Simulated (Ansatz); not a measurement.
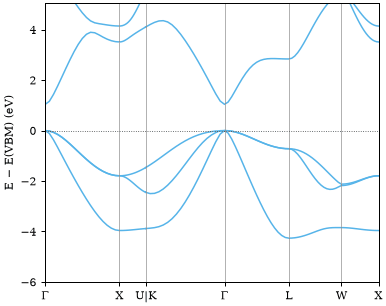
Band structure from plane-wave PAW r²SCAN (Ansatz code)

Read off the gap and where the band edges lie.

About 1.0 eV (1.04 eV by a search for the band edges); maximum at Γ, minimum at Γ.

Which compound is it?
A) CdSe, zinc blende
B) GaSb, zinc blende
C) BeTe, zinc blende
D) LaN, zinc blende

A, CdSe, zinc blende

Space group F-43m (zinc blende). The cell was relaxed with r²SCAN under the symmetry of its start. Scalar-relativistic: spin–orbit coupling is off unless named, which matters more the heavier the elements.

Potentials: the later of the program's two PAW sets.
